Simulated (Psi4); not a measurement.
# [CF3]+ (SMILES F[C+](F)F): a chain of runs

Aim: a structure relaxation (singlet [CF3]+, MP2/def2-SVPD), then the energy (doublet CF3, UMP2/def2-SVPD), then a structure relaxation (doublet CF3, UMP2/def2-SVPD) of CF3. 

The results are computed with Psi4 1.11.

## (1) The system as given

[CF3]+: 4 atoms, total charge +1, spin state singlet. As SMILES, `F[C+](F)F`. The shape is that of a PBE0-D4/def2-TZVP optimisation. The run starts from this shape.

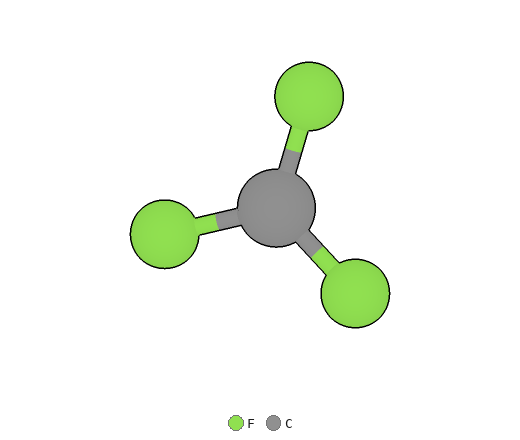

The structure, seen from a chosen angle (fluorine green, carbon grey).

## (2) A geometry optimisation at MP2/def2-SVPD (density fitting, density fitting for correlation) (run 1)

cf3.dat reads:

```
memory 1600 mb

molecule system {
  1 1
  F      1.32016267    -0.21656261     1.89993065
  C      0.00000000     0.00000000     0.00000000
  F     -1.15178807    -1.83945941    -0.83034566
  F     -0.16818563     2.05602202    -1.06958499
  units bohr
  symmetry c1
}

set {
  num_frozen_docc 4
}

opt('mp2/def2-SVPD')
```

On the command line:

```sh
psi4 -i cf3.dat -o cf3.out -n 1
```

cf3.out:

```text
Psi4 1.11 release

gradient() will perform analytic gradient computation.
    SCF Algorithm Type (re)set to DF.

   => Loading Basis Set <=

    Name: DEF2-SVPD
    Role: ORBITAL
    Keyword: BASIS

         ---------------------------------------------------------
                                   SCF
                              RHF Reference
                        1 Threads,   1525 MiB Core
         ---------------------------------------------------------

  ==> Geometry <==

    Molecular point group: c1
    Full point group: C1

    Geometry (in Bohr), charge = 1, multiplicity = 1:

       Center              X                  Y                   Z               Mass
    ------------   -----------------  -----------------  -----------------  -----------------
         F            1.320110635543    -0.216562610000     1.899930650000    18.998403162730
         C           -0.000052034457     0.000000000000     0.000000000000    12.000000000000
         F           -1.151840104457    -1.839459410000    -0.830345660000    18.998403162730
         F           -0.168237664457     2.056022020000    -1.069584990000    18.998403162730

  Running in c1 symmetry.

  Rotational constants: A =      0.39125  B =      0.39120  C =      0.19561 [cm^-1]
  Rotational constants: A =  11729.33358  B =  11727.96028  C =   5864.32345 [MHz]
  Nuclear repulsion =  130.092792062565593

  Charge       = 1
  Multiplicity = 1
  Electrons    = 32
  Nalpha       = 16
  Nbeta        = 16

  ==> Algorithm <==

  SCF Algorithm Type is DF.
  DIIS enabled.
  MOM disabled.
  Fractional occupation disabled.
  Guess Type is SAD.
  Energy threshold   = 1.00e-10
  Density threshold  = 1.00e-10
  Integral threshold = 1.00e-12

  ==> Primary Basis <==

  Basis Set: DEF2-SVPD
    Blend: DEF2-SVPD
    Number of shells: 35
    Number of basis functions: 89
    Number of Cartesian functions: 97
    Spherical Harmonics?: true
    Max angular momentum: 2

   => Loading Basis Set <=

    Name: (DEF2-SVPD AUX)
    Role: JKFIT
    Keyword: DF_BASIS_SCF

  ==> Integral Setup <==

  DFHelper Memory: AOs need 0.020 GiB; user supplied 1.118 GiB.
  SCF_SUBTYPE=INCORE selected. In-core MEM_DF algorithm will be used.
  Using in-core AOs.

  ==> MemDFJK: Density-Fitted J/K Matrices <==

    J tasked:                   Yes
    K tasked:                   Yes
    wK tasked:                   No
    Memory [MiB]:              1144
    Algorithm:                 Core
    Schwarz Cutoff:           1E-12
    Mask sparsity (%):       0.0757
    Fitting Condition:        1E-10

   => Auxiliary Basis Set <=

  Basis Set: (DEF2-SVPD AUX)
    Blend: DEF2-UNIVERSAL-JKFIT
    Number of shells: 100
    Number of basis functions: 306
    Number of Cartesian functions: 368
    Spherical Harmonics?: true
    Max angular momentum: 4

  Minimum eigenvalue in the overlap matrix is 8.4308489456E-04.
  Reciprocal condition number of the overlap matrix is 1.2074991323E-04.
    Using symmetric orthogonalization.

  ==> Pre-Iterations <==

  SCF Guess: Superposition of Atomic Densities via on-the-fly atomic UHF (no occupation information).

   -------------------------
    Irrep   Nso     Nmo
   -------------------------
     A         89      89
   -------------------------
    Total      89      89
   -------------------------

  ==> Iterations <==

                           Total Energy        Delta E     RMS |[F,P]|

   @DF-RHF iter SAD:  -335.91164801692105   -3.35912e+02   0.00000e+00
   @DF-RHF iter   1:  -335.40569170244038    5.05956e-01   6.72301e-03 DIIS/ADIIS
   @DF-RHF iter   2:  -335.51850907075038   -1.12817e-01   3.52844e-03 DIIS/ADIIS
   @DF-RHF iter   3:  -335.54981091741712   -3.13018e-02   6.33858e-04 DIIS/ADIIS
   @DF-RHF iter   4:  -335.55099356792522   -1.18265e-03   1.46060e-04 DIIS/ADIIS
   @DF-RHF iter   5:  -335.55115227824501   -1.58710e-04   3.38464e-05 DIIS
   @DF-RHF iter   6:  -335.55116302237030   -1.07441e-05   4.58767e-06 DIIS
   @DF-RHF iter   7:  -335.55116320499872   -1.82628e-07   9.17519e-07 DIIS
   @DF-RHF iter   8:  -335.55116321226944   -7.27073e-09   1.19227e-07 DIIS
   @DF-RHF iter   9:  -335.55116321235096   -8.15135e-11   1.97397e-08 DIIS
   @DF-RHF iter  10:  -335.55116321235289   -1.93268e-12   7.95258e-09 DIIS
   @DF-RHF iter  11:  -335.55116321235295   -5.68434e-14   9.32678e-10 DIIS
   @DF-RHF iter  12:  -335.55116321235323   -2.84217e-13   3.94916e-11 DIIS
  Energy and wave function converged.

  ==> Post-Iterations <==

    Orbital Energies [Eh]
    ---------------------

    Doubly Occupied:

       1A    -26.742386     2A    -26.742384     3A    -26.742219
       4A    -11.966207     5A     -2.146017     6A     -2.043517
       7A     -2.043513     8A     -1.322825     9A     -1.248729
      10A     -1.248724    11A     -1.193836    12A     -1.082635
      13A     -1.082627    14A     -1.055329    15A     -1.055326
      16A     -1.033592

    Virtual:

      17A     -0.209219    18A     -0.130646    19A     -0.028884
      20A     -0.024105    21A     -0.024102    22A      0.020374
      23A      0.033306    24A      0.033307    25A      0.052881
[... 20 lines of this table left out ...]
      86A      3.761534    87A      4.201451    88A      4.201465
      89A      4.239896

    Final Occupation by Irrep:
              A
    DOCC [    16 ]
    NA   [    16 ]
    NB   [    16 ]

  @DF-RHF Final Energy:  -335.55116321235323

   => Energetics <=

    Nuclear Repulsion Energy =            130.0927920625655929
    One-Electron Energy =                -713.7881822597471455
    Two-Electron Energy =                 248.1442269848282649
    Total Energy =                       -335.5511632123532308

[... 13 lines left out ...]
 Dipole X            :         -0.0000457           -0.0000164           -0.0000621
[... 79 lines left out ...]
   Convergence cutoff =     1E-06
[... 50 lines left out ...]
	 Singles Energy            =      -0.0000000000000000 [Eh]
[... 3 lines left out ...]
	 Total Energy              =    -336.2390632650718771 [Eh]
[... 8 lines left out ...]
	 SCS Total Energy          =    -336.2088410115064789 [Eh]
[... 55 lines left out ...]
	  Convergence Criteria     1.00e-06 *    3.00e-04 *             o    1.20e-03 *             o~
[... 103 lines left out ...]
   @DF-RHF iter   2:  -335.54984447774052   -1.50250e-05   2.73552e-05 DIIS
[... 3 lines left out ...]
   @DF-RHF iter   6:  -335.54984679308905   -1.91255e-09   7.43645e-08 DIIS
[... 3 lines left out ...]
   @DF-RHF iter  10:  -335.54984679312832    0.00000e+00   1.08979e-10 DIIS
[... 11 lines left out ...]
  @DF-RHF Final Energy:  -335.54984679312912
[... 6 lines left out ...]
    Total Energy =                       -335.5498467931291202
[... 42 lines left out ...]
  Reference energy  = -335.549846793129120
[... 29 lines left out ...]
	 Singles Energy            =      -0.0000000000000000 [Eh]
[... 3 lines left out ...]
	 Total Energy              =    -336.2392425290997267 [Eh]
[... 8 lines left out ...]
	 SCS Total Energy          =    -336.2090027507564400 [Eh]
[... 55 lines left out ...]
	  Convergence Criteria     1.00e-06 *    3.00e-04 *             o    1.20e-03 *             o
[... 72 lines left out ...]
   @DF-RHF iter   2:  -335.54812595299774   -3.40264e-04   8.30790e-05 DIIS
[... 3 lines left out ...]
   @DF-RHF iter   6:  -335.54818383091657   -1.76038e-09   1.51002e-07 DIIS
[... 3 lines left out ...]
   @DF-RHF iter  10:  -335.54818383107886    2.84217e-13   3.87655e-10 DIIS
[... 6 lines left out ...]
    Final Occupation by Irrep:
[... 11 lines left out ...]
    Two-Electron Energy =                 247.4900547509499802
[... 17 lines left out ...]
 Dipole Z            :          0.0468668            0.0146639            0.0615307
[... 54 lines left out ...]
	 Reference Energy          =    -335.5481838310794274 [Eh]
[... 3 lines left out ...]
	 Correlation Energy        =      -0.6898359294295108 [Eh]
[... 8 lines left out ...]
	 SCS Correlation Energy    =      -0.6595926509715440 [Eh]
[... 54 lines left out ...]
	   Step    Total Energy     Delta E     Max Force     RMS Force      Max Disp      RMS Disp
[... 73 lines left out ...]
   @DF-RHF iter   1:  -335.54929535827262   -1.82189e-03   2.10814e-04 DIIS/ADIIS
[... 3 lines left out ...]
   @DF-RHF iter   5:  -335.54963751378398   -3.13344e-08   5.40950e-07 DIIS
[... 3 lines left out ...]
   @DF-RHF iter   9:  -335.54963751532887    6.25278e-13   5.86610e-10 DIIS
[... 6 lines left out ...]
    Final Occupation by Irrep:
[... 11 lines left out ...]
    Two-Electron Energy =                 247.4961873852958547
[... 17 lines left out ...]
 Dipole Z            :          0.0022454            0.0007026            0.0029480
[... 54 lines left out ...]
	 Reference Energy          =    -335.5496375153289250 [Eh]
[... 3 lines left out ...]
	 Correlation Energy        =      -0.6896036838443123 [Eh]
[... 8 lines left out ...]
	 SCS Correlation Energy    =      -0.6593615707637686 [Eh]
[... 54 lines left out ...]
	   Step    Total Energy     Delta E     Max Force     RMS Force      Max Disp      RMS Disp
[... 73 lines left out ...]
   @DF-RHF iter   1:  -335.54970515290432    1.30039e-03   1.10619e-05 DIIS
[... 3 lines left out ...]
   @DF-RHF iter   5:  -335.54970604516575   -4.78963e-10   7.14917e-08 DIIS
[... 3 lines left out ...]
   @DF-RHF iter   9:  -335.54970604519769    5.11591e-13   1.03287e-10 DIIS
[... 32 lines left out ...]
  @DF-RHF Final Energy:  -335.54970604519752
[... 6 lines left out ...]
    Total Energy =                       -335.5497060451974676
[... 3 lines left out ...]
Properties will be evaluated at   0.000000,   0.000000,   0.000000 [a0]

Properties computed using the SCF density matrix

 Multipole Moments:

 ------------------------------------------------------------------------------------
     Multipole            Electronic (a.u.)      Nuclear  (a.u.)        Total (a.u.)
 ------------------------------------------------------------------------------------

 L = 1.  Multiply by 2.5417464519 to convert [e a0] to [Debye]
 Dipole X            :         -0.0000200           -0.0000064           -0.0000264
 Dipole Y            :          0.0000072            0.0000020            0.0000092
 Dipole Z            :          0.0000153            0.0000047            0.0000200
 Magnitude           :                                                    0.0000344

 ------------------------------------------------------------------------------------

	total time  =          1 seconds =       0.02 minutes

  //>>>>>>>>>>>>>>>>>>>>>>>>>>>>>>>>>>>//
  //               DFMP2               //
  //<<<<<<<<<<<<<<<<<<<<<<<<<<<<<<<<<<<//

  ==> Geometry <==

    Molecular point group: c1
    Full point group: C1

    Geometry (in Bohr), charge = 1, multiplicity = 1:

       Center              X                  Y                   Z               Mass
    ------------   -----------------  -----------------  -----------------  -----------------
         F            1.326994311246    -0.217731724343     1.909858803890    18.998403162730
         C           -0.000020336827     0.000006401130     0.000014890571    12.000000000000
         F           -1.157820168942    -1.848963871656    -0.834668714682    18.998403162730
         F           -0.169161296913     2.066691552840    -1.075199494570    18.998403162730

  Nuclear repulsion =  129.419585115101654
  Reference energy  = -335.549706045197524

  => Iterations <=

             Iter  Converged  Remaining    Residual
  CGR           1          0          1   1.555E-01
  CGR           2          0          1   3.170E-02
  CGR           3          0          1   7.729E-03
  CGR           4          0          1   1.455E-03
  CGR           5          0          1   1.849E-04
  CGR           6          0          1   3.394E-05
  CGR           7          0          1   3.657E-06
  CGR           8          1          0   3.149E-07

    CGRSolver converged.

   => Auxiliary Basis Set <=

  Basis Set: (DEF2-SVPD AUX)
    Blend: DEF2-UNIVERSAL-JKFIT
    Number of shells: 100
    Number of basis functions: 306
    Number of Cartesian functions: 368
    Spherical Harmonics?: true
    Max angular momentum: 4

	-----------------------------------------------------------
	 ==================> DF-MP2 Energies <====================
	-----------------------------------------------------------
	 Reference Energy          =    -335.5497060451975244 [Eh]
	 Singles Energy            =      -0.0000000000000000 [Eh]
	 Same-Spin Energy          =      -0.1940181211734164 [Eh]
	 Opposite-Spin Energy      =      -0.4955201517953534 [Eh]
	 Correlation Energy        =      -0.6895382729687698 [Eh]
	 Total Energy              =    -336.2392443181662998 [Eh]
	-----------------------------------------------------------
	 ================> DF-SCS-MP2 Energies <==================
	-----------------------------------------------------------
	 SCS Same-Spin Scale       =       0.3333333333333333 [-]
	 SCS Opposite-Spin Scale   =       1.2000000000000000 [-]
	 SCS Same-Spin Energy      =      -0.0646727070578055 [Eh]
	 SCS Opposite-Spin Energy  =      -0.5946241821544240 [Eh]
	 SCS Correlation Energy    =      -0.6592968892122295 [Eh]
	 SCS Total Energy          =    -336.2090029344097388 [Eh]
	-----------------------------------------------------------

  -Total Gradient:
     Atom            X                  Y                   Z
    ------   -----------------  -----------------  -----------------
       1        0.000007206099    -0.000001423182     0.000005828648
       2       -0.000005893656     0.000002447600     0.000004836419
       3       -0.000002806962    -0.000008521598    -0.000005016830
       4        0.000001494519     0.000007497182    -0.000005648238

	total time  =          0 seconds =       0.00 minutes

    			-----------------------------------------

    			 OPTKING 3.0: for geometry optimizations

    			        with contributions from

    			-----------------------------------------

	                            ===> Fragment 1 <==

	 Z (Atomic Numbers)          Masses                          Geom
	       9.000000            18.998403          1.32699431 -0.21773172  1.90985880
	       6.000000            12.000000         -0.00002034  0.00000640  0.00001489
	       9.000000            18.998403         -1.15782017 -1.84896387 -0.83466871
	       9.000000            18.998403         -0.16916130  2.06669155 -1.07519949

	 - Coordinate -           - BOHR/RAD -       - ANG/DEG -
	 R(1,2)           =         2.335783           1.236043
	 R(2,3)           =         2.335784           1.236044
	 R(2,4)           =         2.335783           1.236043
[... 5 lines of this table left out ...]
	 O(4,2,1,3)       =         0.000040           0.002316

	        --- Internal Coordinate Step in ANG or DEG, aJ/ANG or AJ/DEG ---
	-------------------------------------------------------------------------------
	           Coordinate      Previous         Force          Change          New
	           ----------      --------        ------          ------        ------
	               R(1,2)       1.23604       -0.00007       -0.00001       1.23604
	               R(2,3)       1.23604       -0.00008       -0.00001       1.23604
	               R(2,4)       1.23604       -0.00008       -0.00001       1.23604
[... 5 lines of this table left out ...]
	           O(4,2,1,3)       0.00232       -0.00000       -0.00227       0.00005
	-------------------------------------------------------------------------------

	                                 ==> Convergence Check <==

	Measures of convergence in internal coordinates in au.

	Criteria marked as inactive (o), active & met (*), and active & unmet ( ).

	----------------------------------------------------------------------------------------------
	   Step    Total Energy     Delta E     Max Force     RMS Force      Max Disp      RMS Disp
	----------------------------------------------------------------------------------------------
	  Convergence Criteria     1.00e-06 *    3.00e-04 *             o    1.20e-03 *             o
	----------------------------------------------------------------------------------------------
	     5    -336.23924432   -3.12e-06      9.93e-06 *    5.53e-06 o    3.96e-05 *    2.37e-05 o  ~
	----------------------------------------------------------------------------------------------

Next Geometry in Ang
	Fragment 1 (Ang)

	    F   0.7022086865  -0.1152173709   1.0106514766
	    C  -0.0000011209   0.0000004805   0.0000009417
	    F  -0.6126922164  -0.9784235273  -0.4416832305
	    F  -0.0895193134   1.0936416655  -0.5689662851

    Final optimized geometry and variables:
    Molecular point group: c1
    Full point group: C1

    Geometry (in Bohr), charge = 1, multiplicity = 1:

    F            1.326994311246    -0.217731724343     1.909858803890
    C           -0.000020336827     0.000006401130     0.000014890571
    F           -1.157820168942    -1.848963871656    -0.834668714682
    F           -0.169161296913     2.066691552840    -1.075199494570

    Psi4 run time: 0:00:05.12

[set-up sections that repeat, and orbital energies of the middle runs, are left out above]
```

On the terminal:

```text
Optimizer: Optimization complete!
```

Run time: 5.7 s. Hardware: 1 thread of AMD EPYC 9R45 (Zen 5), shared host; peak memory 0.25 GiB.

Steps, from the record of the run:

```csv
step,energy from the first frame kept (eV),largest force (eV/Å)
0,0.0000,0.5188
1,-0.0049,0.0447
2,0.0284,1.2823
3,-0.0048,0.0616
4,-0.0049,0.0005
```

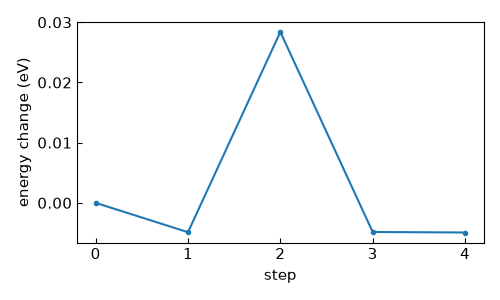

Energy along the run.

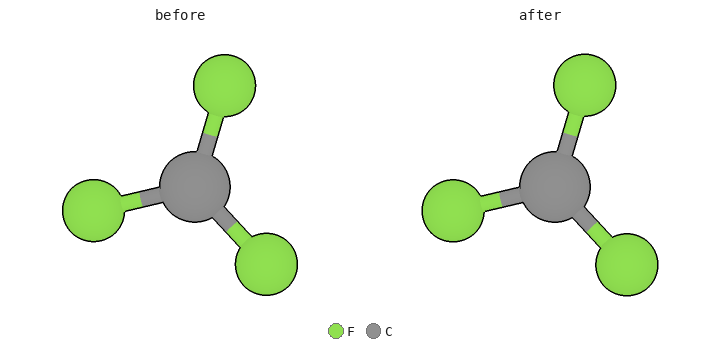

Before and after, at one scale.

After the run. Bond lengths: F1–C2 1.236 Å, C2–F3 1.236 Å, C2–F4 1.236 Å. Angles: F1–C2–F3 120.0°, F1–C2–F4 120.0°, F3–C2–F4 120.0°.

## (3) Doublet neutral CF3: a single-point energy at UMP2/def2-SVPD (density fitting, density fitting for correlation) (run 2)

run.py reads:

```python
import psi4

psi4.set_memory('1600 MB')
psi4.set_num_threads(1)
psi4.core.set_output_file('output.dat', False)

molecule = psi4.geometry("""
0 2
F      0.702243    -0.115219     1.010654
C      0.000017     0.000003     0.000008
F     -0.612665    -0.978430    -0.441688
F     -0.089489     1.093646    -0.568971
symmetry c1
""")

psi4.set_options({
    'reference': 'uhf',
    'num_frozen_docc': 4,
})

energy_value, wavefunction = psi4.energy("mp2/def2-SVPD", return_wfn=True)
print(f'total energy {energy_value:.8f} hartree = {energy_value * 27.211386:.5f} eV')
```

On the command line:

```sh
python run.py
```

output.dat, cut to the lines that bear on the results:

```text
[...]
  Running in c1 symmetry.
[...]
  Nuclear repulsion =  129.419548238099082
[...]
  Multiplicity = 2
[...]
  Nalpha       = 17
  Nbeta        = 16
[...]
    Number of basis functions: 89
[...]
   @DF-UHF iter   1:  -335.74570636163605    1.20214e-01   4.73814e-03 ADIIS/DIIS
[...]
   @DF-UHF iter  11:  -335.81819647461265   -3.01270e-12   3.49954e-09 DIIS
[...]
   @S^2 Observed:                7.606360461E-01
[...]
    Orbital Energies [Eh]
    ---------------------
    Alpha Occupied:
       1A    -26.367850     2A    -26.367849     3A    -26.367700
       4A    -11.449073     5A     -1.775958     6A     -1.677514
       7A     -1.677514     8A     -0.985378     9A     -0.888511
      10A     -0.885421    11A     -0.885421    12A     -0.753868
      13A     -0.753868    14A     -0.730236    15A     -0.730236
      16A     -0.684246    17A     -0.323845
    Alpha Virtual:
      18A      0.076580    19A      0.158300    20A      0.158300
      21A      0.175250    22A      0.212146    23A      0.212146
      24A      0.226950    25A      0.237135    26A      0.237135
[...]
  @DF-UHF Final Energy:  -335.81819647461265
   => Energetics <=
    Nuclear Repulsion Energy =            129.4195482380990825
    One-Electron Energy =                -724.5217617110201900
    Two-Electron Energy =                 259.2840169983084593
    Total Energy =                       -335.8181964746126482
  UHF NO Occupations:
  HONO-2 :   15  A 1.9990585
  HONO-1 :   16  A 1.9970068
[...]
 Multipole Moments:
 ------------------------------------------------------------------------------------
     Multipole            Electronic (a.u.)      Nuclear  (a.u.)        Total (a.u.)
 ------------------------------------------------------------------------------------
 L = 1.  Multiply by 2.5417464519 to convert [e a0] to [Debye]
 Dipole X            :          0.0000293           -0.0000062            0.0000231
 Dipole Y            :         -0.0000075            0.0000020           -0.0000055
 Dipole Z            :         -0.0000197            0.0000048           -0.0000150
 Magnitude           :                                                    0.0000281
[...]
```

Standard output:

```text
total energy -336.49457929 hartree = -9156.48388 eV
```

Wall time 1.3 s (1 thread of AMD EPYC 9R45 (Zen 5), shared host); peak memory 0.21 GiB.

(Part 1 of 2 ends here.)
